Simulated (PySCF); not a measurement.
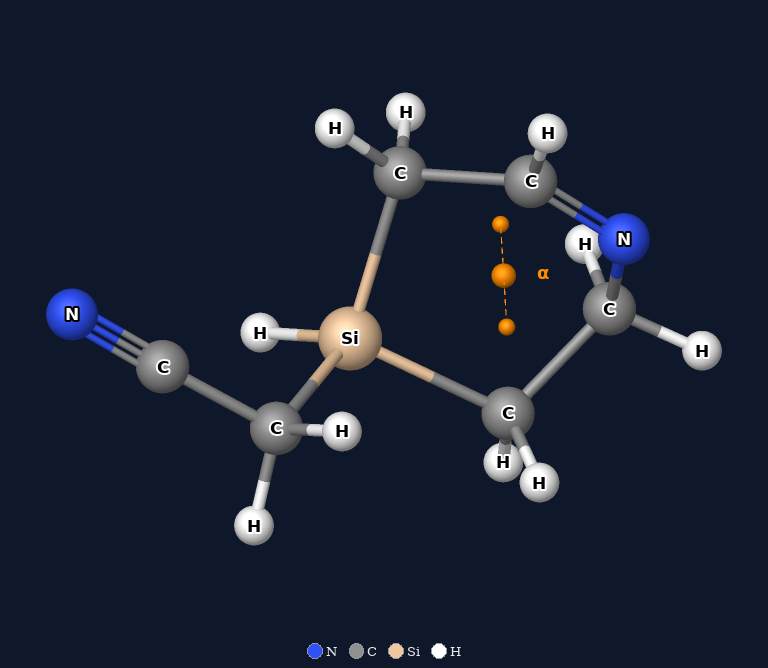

The small points mark where nucleus-independent chemical shifts (NICS) were computed: at the centre of each lettered ring and 1 Å above and below it. The computed structure is the end point of a GFN2-xTB optimisation. No frequency run is at hand to confirm it as a minimum. Properties computed with GIAO PBE0/pcSseg-1 NMR shielding, non-relativistic, gas phase (PySCF 2.14.0).

Give NICS(0), NICS(1) and the out-of-plane component NICS(1)zz for each ring (means of the two sides).

```csv
ring,members,NICS(0),NICS(1),NICS(1)zz
α,C4NSi,−1.6,−3.7,−0.9
```

Values in ppm.

**What do the values say about the ring currents?**

Ring α: weak, as in a non-aromatic ring. NICS is one index among several.

The geometry is semi-empirical. Around Si such bond lengths and angles can be off by a tenth of an ångström or more and by several degrees, and values that hang on the shape move with them.
